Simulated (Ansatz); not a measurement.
Run report: CH5AlO, molecular dynamics (part 1 of 5)

The run: molecular dynamics of CH5AlO. Method and program: RKS B3LYP-D4/def2-mTZVP (Ansatz 0.2.0).

It belongs to a series of runs on one base structure; here: dynamics from the start. Figures and captions count atoms from 1; the log counts them from 0 in places.

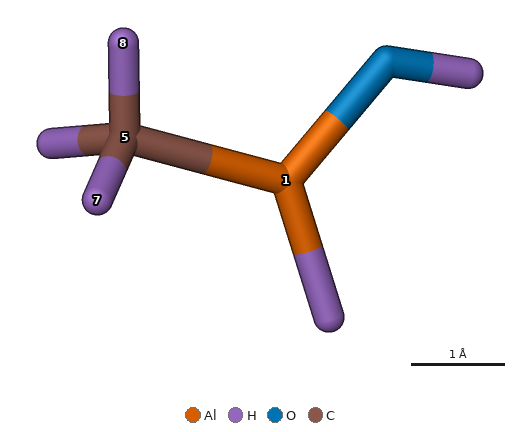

The structure as given in the input (stick view, seen at a tilt; atoms are numbered from 1 in the order of the input). Sticks mark near contacts.

**Key numbers**

| quantity | value |
| --- | --- |
| outcome | finished |
| mean temperature over the second half | 201 K |
| trajectory | 150 steps, 75 fs |
| ensemble | nvt_nose_hoover |
| temperature in the input | 300.0 K |
| time step | 0.5 fs |
| potential energy (last step) | −9766.0279 eV |
| mean-field energy (last step) | −9765.8649 eV |
| largest force (length of the vector) (last step) | 1.410 eV/Å |
| hardware | 1 thread of Arm Neoverse V1, 24 GiB of memory available, shared host |
| wall time | 6.4 min |
| peak memory | 0.14 GiB |

**Remarks**

So short a trajectory is not equilibrated. The temperature stays far from the 300 K of the thermostat over the second half: the run isn't equilibrated.

**Input**
```yaml
crystal:
  periodic: [false, false, false]
  atoms:
    - { symbol: Al, position_ang: [-0.034314, -0.133459, -0.0812] }
    - { symbol: H, position_ang: [0.169991, 0.009679, 1.484866] }
    - { symbol: O, position_ang: [1.329392, -0.462157, -1.061065] }
    - { symbol: H, position_ang: [2.213977, -0.571173, -0.697529] }
    - { symbol: C, position_ang: [-1.750571, 0.030474, -0.990784] }
    - { symbol: H, position_ang: [-2.375998, -0.853092, -0.826483] }
    - { symbol: H, position_ang: [-2.327573, 0.885895, -0.628029] }
    - { symbol: H, position_ang: [-1.628703, 0.141933, -2.070376] }
basis:
  gaussian: { orbitals: def2-mTZVP }
hamiltonian:
  xc: b3lyp
  dispersion: d4
md:
  timestep: 0.5
  n_steps: 150
  ensemble: nvt_nose_hoover
  temperature: 300.0
  initial_velocities: maxwell_boltzmann
  seed: 153596
  nose_hoover: { tau: 300.0, chain_length: 3 }
```

Launched with:
```bash
ansatz run input.yaml --threads 1 --pin off --max-ram 2048MiB --backend cpu --events-out ev --progress --plain --runs-dir out
```

**What the program printed**
```
Engine: ansatz 0.2.0, aarch64-unknown-linux-gnu
Functional definition: B3LYP
  parameter a0 = 0.2
  parameter ax = 0.72
  parameter ac = 0.81
  exchange = (1 - a0 - ax)*slater_x + ax*b88_x + a0*exact_x
  correlation = (1 - ac)*vwn_rpa_c + ac*lyp_c
813 factors; integrals over basis functions are off by at most 6.1e-4 eV
mean field evaluation 1: about -9753.2308 eV, gradient 8.2e1 eV
mean field evaluation 2: about -9721.0704 eV, gradient 1.4e2 eV
mean field evaluation 4: about -9765.7385 eV, gradient 9.8e0 eV
mean field evaluation 8: about -9765.9565 eV, gradient 2.8e-2 eV
mean field -9765.95653574 eV, -358.8922830853 hartree, gradient 3.4e-5 eV, S^2 0.000000; 0 other end points of the search recorded, 0 dependent functions left out
the calculation of the forces begins
reference -9765.95679437 eV, -358.8922925900 hartree; 16, 16 occupied and 64, 64 virtual orbitals, 813 factors
md step     0: t =     0.00 fs  T =   300.0 K  F+E_penalty+E_count = -9766.12010616 eV  E_kin = 0.232668 eV  conserved = -9765.88743817 eV  (23 SCF iters)
these checks for a lower state are left out or cut short: starts, cluster_reference, orbital_swaps, neighbouring_geometries, increment
813 factors; integrals over basis functions are off by at most 6.1e-4 eV
mean field evaluation 16: about -9765.9480 eV, gradient 2.7e-3 eV
mean field -9765.94915491 eV, -358.8920118450 hartree, gradient 2.6e-5 eV, S^2 0.000000; 0 other end points of the search recorded, 0 dependent functions left out
the calculation of the forces begins
reference -9765.94941326 eV, -358.8920213391 hartree; 16, 16 occupied and 64, 64 virtual orbitals, 813 factors
md step     1: t =     0.50 fs  T =   290.5 K  F+E_penalty+E_count = -9766.11264846 eV  E_kin = 0.225264 eV  conserved = -9765.88738480 eV  (25 SCF iters, 3 dispersion substeps)
[... from here on the SCF iterations and repeated set-up lines of each step are left out, up to the last step ...]
md step     2: t =     1.00 fs  T =   264.2 K  F+E_penalty+E_count = -9766.09194795 eV  E_kin = 0.204941 eV  conserved = -9765.88700724 eV  (25 SCF iters, 3 dispersion substeps)
md step     3: t =     1.50 fs  T =   229.3 K  F+E_penalty+E_count = -9766.06425800 eV  E_kin = 0.177857 eV  conserved = -9765.88640130 eV  (25 SCF iters, 3 dispersion substeps)
md step     4: t =     2.00 fs  T =   197.7 K  F+E_penalty+E_count = -9766.03915946 eV  E_kin = 0.153340 eV  conserved = -9765.88582040 eV  (25 SCF iters, 3 dispersion substeps)
md step     5: t =     2.50 fs  T =   180.6 K  F+E_penalty+E_count = -9766.02565398 eV  E_kin = 0.140097 eV  conserved = -9765.88555793 eV  (22 SCF iters, 3 dispersion substeps)
md step     6: t =     3.00 fs  T =   183.1 K  F+E_penalty+E_count = -9766.02778102 eV  E_kin = 0.142032 eV  conserved = -9765.88575144 eV  (22 SCF iters, 3 dispersion substeps)
md step     7: t =     3.50 fs  T =   201.5 K  F+E_penalty+E_count = -9766.04258839 eV  E_kin = 0.156312 eV  conserved = -9765.88627973 eV  (24 SCF iters, 3 dispersion substeps)
md step     8: t =     4.00 fs  T =   225.7 K  F+E_penalty+E_count = -9766.06191445 eV  E_kin = 0.175062 eV  conserved = -9765.88685777 eV  (24 SCF iters, 3 dispersion substeps)
md step     9: t =     4.50 fs  T =   244.2 K  F+E_penalty+E_count = -9766.07664057 eV  E_kin = 0.189417 eV  conserved = -9765.88723096 eV  (25 SCF iters, 3 dispersion substeps)
md step    10: t =     5.00 fs  T =   249.3 K  F+E_penalty+E_count = -9766.08061016 eV  E_kin = 0.193323 eV  conserved = -9765.88729677 eV  (24 SCF iters, 3 dispersion substeps)
md step    11: t =     5.50 fs  T =   238.9 K  F+E_penalty+E_count = -9766.07235283 eV  E_kin = 0.185267 eV  conserved = -9765.88709786 eV  (24 SCF iters, 3 dispersion substeps)
md step    12: t =     6.00 fs  T =   216.4 K  F+E_penalty+E_count = -9766.05458803 eV  E_kin = 0.167854 eV  conserved = -9765.88674906 eV  (24 SCF iters, 3 dispersion substeps)
md step    13: t =     6.50 fs  T =   188.5 K  F+E_penalty+E_count = -9766.03253169 eV  E_kin = 0.146179 eV  conserved = -9765.88637003 eV  (24 SCF iters, 3 dispersion substeps)
md step    14: t =     7.00 fs  T =   162.5 K  F+E_penalty+E_count = -9766.01202902 eV  E_kin = 0.125997 eV  conserved = -9765.88605165 eV  (25 SCF iters, 3 dispersion substeps)
md step    15: t =     7.50 fs  T =   144.7 K  F+E_penalty+E_count = -9765.99807739 eV  E_kin = 0.112250 eV  conserved = -9765.88584926 eV  (23 SCF iters, 3 dispersion substeps)
md step    16: t =     8.00 fs  T =   139.4 K  F+E_penalty+E_count = -9765.99388858 eV  E_kin = 0.108124 eV  conserved = -9765.88578921 eV  (22 SCF iters, 3 dispersion substeps)
md step    17: t =     8.50 fs  T =   147.7 K  F+E_penalty+E_count = -9766.00042312 eV  E_kin = 0.114574 eV  conserved = -9765.88587686 eV  (22 SCF iters, 3 dispersion substeps)
md step    18: t =     9.00 fs  T =   167.9 K  F+E_penalty+E_count = -9766.01628566 eV  E_kin = 0.130216 eV  conserved = -9765.88610067 eV  (22 SCF iters, 3 dispersion substeps)
md step    19: t =     9.50 fs  T =   195.4 K  F+E_penalty+E_count = -9766.03792203 eV  E_kin = 0.151528 eV  conserved = -9765.88642997 eV  (24 SCF iters, 3 dispersion substeps)
md step    20: t =    10.00 fs  T =   223.6 K  F+E_penalty+E_count = -9766.06014670 eV  E_kin = 0.173380 eV  conserved = -9765.88680805 eV  (24 SCF iters, 3 dispersion substeps)
md step    21: t =    10.50 fs  T =   245.0 K  F+E_penalty+E_count = -9766.07709176 eV  E_kin = 0.189993 eV  conserved = -9765.88714617 eV  (24 SCF iters, 3 dispersion substeps)
md step    22: t =    11.00 fs  T =   253.2 K  F+E_penalty+E_count = -9766.08363834 eV  E_kin = 0.196363 eV  conserved = -9765.88732998 eV  (24 SCF iters, 3 dispersion substeps)
md step    23: t =    11.50 fs  T =   245.0 K  F+E_penalty+E_count = -9766.07718807 eV  E_kin = 0.189997 eV  conserved = -9765.88725288 eV  (24 SCF iters, 3 dispersion substeps)
md step    24: t =    12.00 fs  T =   222.3 K  F+E_penalty+E_count = -9766.05922717 eV  E_kin = 0.172415 eV  conserved = -9765.88688114 eV  (24 SCF iters, 3 dispersion substeps)
md step    25: t =    12.50 fs  T =   192.7 K  F+E_penalty+E_count = -9766.03570658 eV  E_kin = 0.149462 eV  conserved = -9765.88632035 eV  (24 SCF iters, 3 dispersion substeps)
md step    26: t =    13.00 fs  T =   167.1 K  F+E_penalty+E_count = -9766.01531953 eV  E_kin = 0.129588 eV  conserved = -9765.88581290 eV  (24 SCF iters, 3 dispersion substeps)
md step    27: t =    13.50 fs  T =   155.1 K  F+E_penalty+E_count = -9766.00582031 eV  E_kin = 0.120291 eV  conserved = -9765.88561641 eV  (22 SCF iters, 3 dispersion substeps)
md step    28: t =    14.00 fs  T =   160.5 K  F+E_penalty+E_count = -9766.01020789 eV  E_kin = 0.124471 eV  conserved = -9765.88582906 eV  (22 SCF iters, 3 dispersion substeps)
md step    29: t =    14.50 fs  T =   179.3 K  F+E_penalty+E_count = -9766.02527664 eV  E_kin = 0.139057 eV  conserved = -9765.88631888 eV  (24 SCF iters, 3 dispersion substeps)
md step    30: t =    15.00 fs  T =   202.2 K  F+E_penalty+E_count = -9766.04353717 eV  E_kin = 0.156816 eV  conserved = -9765.88682752 eV  (24 SCF iters, 3 dispersion substeps)
md step    31: t =    15.50 fs  T =   219.2 K  F+E_penalty+E_count = -9766.05705316 eV  E_kin = 0.170028 eV  conserved = -9765.88714075 eV  (24 SCF iters, 3 dispersion substeps)
md step    32: t =    16.00 fs  T =   223.9 K  F+E_penalty+E_count = -9766.06073533 eV  E_kin = 0.173679 eV  conserved = -9765.88718112 eV  (24 SCF iters, 3 dispersion substeps)
md step    33: t =    16.50 fs  T =   215.1 K  F+E_penalty+E_count = -9766.05365903 eV  E_kin = 0.166802 eV  conserved = -9765.88699171 eV  (24 SCF iters, 3 dispersion substeps)
md step    34: t =    17.00 fs  T =   196.0 K  F+E_penalty+E_count = -9766.03853479 eV  E_kin = 0.152006 eV  conserved = -9765.88667210 eV  (24 SCF iters, 3 dispersion substeps)
md step    35: t =    17.50 fs  T =   172.9 K  F+E_penalty+E_count = -9766.02023080 eV  E_kin = 0.134058 eV  conserved = -9765.88632524 eV  (25 SCF iters, 3 dispersion substeps)
md step    36: t =    18.00 fs  T =   152.5 K  F+E_penalty+E_count = -9766.00415994 eV  E_kin = 0.118287 eV  conserved = -9765.88603266 eV  (25 SCF iters, 3 dispersion substeps)
md step    37: t =    18.50 fs  T =   140.9 K  F+E_penalty+E_count = -9765.99495329 eV  E_kin = 0.109271 eV  conserved = -9765.88584939 eV  (22 SCF iters, 3 dispersion substeps)
md step    38: t =    19.00 fs  T =   141.7 K  F+E_penalty+E_count = -9765.99553752 eV  E_kin = 0.109906 eV  conserved = -9765.88580681 eV  (22 SCF iters, 3 dispersion substeps)
md step    39: t =    19.50 fs  T =   155.8 K  F+E_penalty+E_count = -9766.00660100 eV  E_kin = 0.120869 eV  conserved = -9765.88591545 eV  (22 SCF iters, 3 dispersion substeps)
md step    40: t =    20.00 fs  T =   181.1 K  F+E_penalty+E_count = -9766.02641843 eV  E_kin = 0.140447 eV  conserved = -9765.88616462 eV  (24 SCF iters, 3 dispersion substeps)
md step    41: t =    20.50 fs  T =   212.4 K  F+E_penalty+E_count = -9766.05104382 eV  E_kin = 0.164730 eV  conserved = -9765.88651830 eV  (25 SCF iters, 3 dispersion substeps)
md step    42: t =    21.00 fs  T =   242.7 K  F+E_penalty+E_count = -9766.07492959 eV  E_kin = 0.188238 eV  conserved = -9765.88690917 eV  (25 SCF iters, 3 dispersion substeps)
md step    43: t =    21.50 fs  T =   264.4 K  F+E_penalty+E_count = -9766.09204725 eV  E_kin = 0.205044 eV  conserved = -9765.88723622 eV  (25 SCF iters, 3 dispersion substeps)
md step    44: t =    22.00 fs  T =   271.3 K  F+E_penalty+E_count = -9766.09750705 eV  E_kin = 0.210378 eV  conserved = -9765.88737852 eV  (24 SCF iters, 3 dispersion substeps)
md step    45: t =    22.50 fs  T =   261.0 K  F+E_penalty+E_count = -9766.08941969 eV  E_kin = 0.202448 eV  conserved = -9765.88723770 eV  (22 SCF iters, 3 dispersion substeps)
md step    46: t =    23.00 fs  T =   237.0 K  F+E_penalty+E_count = -9766.07031501 eV  E_kin = 0.183789 eV  conserved = -9765.88680805 eV  (24 SCF iters, 3 dispersion substeps)
md step    47: t =    23.50 fs  T =   207.8 K  F+E_penalty+E_count = -9766.04707841 eV  E_kin = 0.161141 eV  conserved = -9765.88623311 eV  (24 SCF iters, 3 dispersion substeps)
md step    48: t =    24.00 fs  T =   184.6 K  F+E_penalty+E_count = -9766.02865075 eV  E_kin = 0.143184 eV  conserved = -9765.88577547 eV  (24 SCF iters, 3 dispersion substeps)
md step    49: t =    24.50 fs  T =   176.3 K  F+E_penalty+E_count = -9766.02204406 eV  E_kin = 0.136693 eV  conserved = -9765.88567132 eV  (22 SCF iters, 3 dispersion substeps)
md step    50: t =    25.00 fs  T =   184.6 K  F+E_penalty+E_count = -9766.02883569 eV  E_kin = 0.143202 eV  conserved = -9765.88596623 eV  (23 SCF iters, 3 dispersion substeps)
md step    51: t =    25.50 fs  T =   204.2 K  F+E_penalty+E_count = -9766.04449442 eV  E_kin = 0.158356 eV  conserved = -9765.88648508 eV  (23 SCF iters, 3 dispersion substeps)
md step    52: t =    26.00 fs  T =   224.8 K  F+E_penalty+E_count = -9766.06096621 eV  E_kin = 0.174364 eV  conserved = -9765.88696417 eV  (23 SCF iters, 3 dispersion substeps)
md step    53: t =    26.50 fs  T =   237.0 K  F+E_penalty+E_count = -9766.07064137 eV  E_kin = 0.183806 eV  conserved = -9765.88721393 eV  (23 SCF iters, 3 dispersion substeps)
md step    54: t =    27.00 fs  T =   235.3 K  F+E_penalty+E_count = -9766.06931809 eV  E_kin = 0.182527 eV  conserved = -9765.88718726 eV  (24 SCF iters, 3 dispersion substeps)
md step    55: t =    27.50 fs  T =   219.9 K  F+E_penalty+E_count = -9766.05706510 eV  E_kin = 0.170529 eV  conserved = -9765.88694815 eV  (24 SCF iters, 3 dispersion substeps)
md step    56: t =    28.00 fs  T =   194.9 K  F+E_penalty+E_count = -9766.03735094 eV  E_kin = 0.151173 eV  conserved = -9765.88660570 eV  (24 SCF iters, 3 dispersion substeps)
md step    57: t =    28.50 fs  T =   167.1 K  F+E_penalty+E_count = -9766.01539674 eV  E_kin = 0.129576 eV  conserved = -9765.88626325 eV  (24 SCF iters, 3 dispersion substeps)
md step    58: t =    29.00 fs  T =   143.1 K  F+E_penalty+E_count = -9765.99654496 eV  E_kin = 0.111004 eV  conserved = -9765.88599514 eV  (24 SCF iters, 3 dispersion substeps)
md step    59: t =    29.50 fs  T =   128.5 K  F+E_penalty+E_count = -9765.98504112 eV  E_kin = 0.099663 eV  conserved = -9765.88584363 eV  (22 SCF iters, 3 dispersion substeps)
md step    60: t =    30.00 fs  T =   126.3 K  F+E_penalty+E_count = -9765.98331327 eV  E_kin = 0.097964 eV  conserved = -9765.88582467 eV  (21 SCF iters, 3 dispersion substeps)
md step    61: t =    30.50 fs  T =   137.0 K  F+E_penalty+E_count = -9765.99167811 eV  E_kin = 0.106229 eV  conserved = -9765.88593612 eV  (24 SCF iters, 3 dispersion substeps)
md step    62: t =    31.00 fs  T =   158.2 K  F+E_penalty+E_count = -9766.00836239 eV  E_kin = 0.122701 eV  conserved = -9765.88616193 eV  (22 SCF iters, 3 dispersion substeps)
md step    63: t =    31.50 fs  T =   185.4 K  F+E_penalty+E_count = -9766.02977428 eV  E_kin = 0.143819 eV  conserved = -9765.88647061 eV  (23 SCF iters, 3 dispersion substeps)
md step    64: t =    32.00 fs  T =   212.4 K  F+E_penalty+E_count = -9766.05104175 eV  E_kin = 0.164767 eV  conserved = -9765.88680921 eV  (23 SCF iters, 3 dispersion substeps)
md step    65: t =    32.50 fs  T =   232.5 K  F+E_penalty+E_count = -9766.06689790 eV  E_kin = 0.180355 eV  conserved = -9765.88709794 eV  (23 SCF iters, 3 dispersion substeps)
md step    66: t =    33.00 fs  T =   240.2 K  F+E_penalty+E_count = -9766.07296284 eV  E_kin = 0.186302 eV  conserved = -9765.88723800 eV  (23 SCF iters, 3 dispersion substeps)
md step    67: t =    33.50 fs  T =   233.0 K  F+E_penalty+E_count = -9766.06726788 eV  E_kin = 0.180724 eV  conserved = -9765.88714362 eV  (23 SCF iters, 3 dispersion substeps)
md step    68: t =    34.00 fs  T =   213.2 K  F+E_penalty+E_count = -9766.05150577 eV  E_kin = 0.165328 eV  conserved = -9765.88679850 eV  (24 SCF iters, 3 dispersion substeps)
md step    69: t =    34.50 fs  T =   187.6 K  F+E_penalty+E_count = -9766.03116816 eV  E_kin = 0.145503 eV  conserved = -9765.88630597 eV  (23 SCF iters, 3 dispersion substeps)
md step    70: t =    35.00 fs  T =   165.9 K  F+E_penalty+E_count = -9766.01388367 eV  E_kin = 0.128665 eV  conserved = -9765.88587674 eV  (23 SCF iters, 3 dispersion substeps)
md step    71: t =    35.50 fs  T =   156.2 K  F+E_penalty+E_count = -9766.00621857 eV  E_kin = 0.121170 eV  conserved = -9765.88572262 eV  (22 SCF iters, 3 dispersion substeps)
md step    72: t =    36.00 fs  T =   161.6 K  F+E_penalty+E_count = -9766.01052474 eV  E_kin = 0.125297 eV  conserved = -9765.88591811 eV  (22 SCF iters, 3 dispersion substeps)
md step    73: t =    36.50 fs  T =   178.2 K  F+E_penalty+E_count = -9766.02383373 eV  E_kin = 0.138194 eV  conserved = -9765.88634817 eV  (24 SCF iters, 3 dispersion substeps)
md step    74: t =    37.00 fs  T =   197.9 K  F+E_penalty+E_count = -9766.03954038 eV  E_kin = 0.153476 eV  conserved = -9765.88679294 eV  (24 SCF iters, 3 dispersion substeps)
md step    75: t =    37.50 fs  T =   211.9 K  F+E_penalty+E_count = -9766.05068133 eV  E_kin = 0.164366 eV  conserved = -9765.88706599 eV  (24 SCF iters, 3 dispersion substeps)
md step    76: t =    38.00 fs  T =   214.7 K  F+E_penalty+E_count = -9766.05280447 eV  E_kin = 0.166484 eV  conserved = -9765.88709482 eV  (23 SCF iters, 3 dispersion substeps)
md step    77: t =    38.50 fs  T =   205.1 K  F+E_penalty+E_count = -9766.04518629 eV  E_kin = 0.159070 eV  conserved = -9765.88691411 eV  (24 SCF iters, 3 dispersion substeps)
md step    78: t =    39.00 fs  T =   186.5 K  F+E_penalty+E_count = -9766.03040993 eV  E_kin = 0.144615 eV  conserved = -9765.88661439 eV  (24 SCF iters, 3 dispersion substeps)
md step    79: t =    39.50 fs  T =   164.5 K  F+E_penalty+E_count = -9766.01302303 eV  E_kin = 0.127569 eV  conserved = -9765.88629352 eV  (24 SCF iters, 3 dispersion substeps)
md step    80: t =    40.00 fs  T =   145.5 K  F+E_penalty+E_count = -9765.99801198 eV  E_kin = 0.112840 eV  conserved = -9765.88602985 eV  (24 SCF iters, 3 dispersion substeps)
md step    81: t =    40.50 fs  T =   134.8 K  F+E_penalty+E_count = -9765.98953676 eV  E_kin = 0.104537 eV  conserved = -9765.88587377 eV  (22 SCF iters, 3 dispersion substeps)
md step    82: t =    41.00 fs  T =   135.6 K  F+E_penalty+E_count = -9765.99009090 eV  E_kin = 0.105132 eV  conserved = -9765.88584929 eV  (24 SCF iters, 3 dispersion substeps)
md step    83: t =    41.50 fs  T =   148.3 K  F+E_penalty+E_count = -9766.00008712 eV  E_kin = 0.115036 eV  conserved = -9765.88595842 eV  (22 SCF iters, 3 dispersion substeps)
md step    84: t =    42.00 fs  T =   170.9 K  F+E_penalty+E_count = -9766.01781236 eV  E_kin = 0.132555 eV  conserved = -9765.88618486 eV  (22 SCF iters, 3 dispersion substeps)
md step    85: t =    42.50 fs  T =   198.8 K  F+E_penalty+E_count = -9766.03970238 eV  E_kin = 0.154160 eV  conserved = -9765.88649381 eV  (24 SCF iters, 3 dispersion substeps)
md step    86: t =    43.00 fs  T =   225.8 K  F+E_penalty+E_count = -9766.06093335 eV  E_kin = 0.175083 eV  conserved = -9765.88682847 eV  (24 SCF iters, 3 dispersion substeps)
md step    87: t =    43.50 fs  T =   245.3 K  F+E_penalty+E_count = -9766.07636850 eV  E_kin = 0.190270 eV  conserved = -9765.88710720 eV  (24 SCF iters, 3 dispersion substeps)
md step    88: t =    44.00 fs  T =   252.3 K  F+E_penalty+E_count = -9766.08187096 eV  E_kin = 0.195680 eV  conserved = -9765.88723211 eV  (24 SCF iters, 3 dispersion substeps)
md step    89: t =    44.50 fs  T =   244.7 K  F+E_penalty+E_count = -9766.07581240 eV  E_kin = 0.189766 eV  conserved = -9765.88712080 eV  (24 SCF iters, 3 dispersion substeps)
```
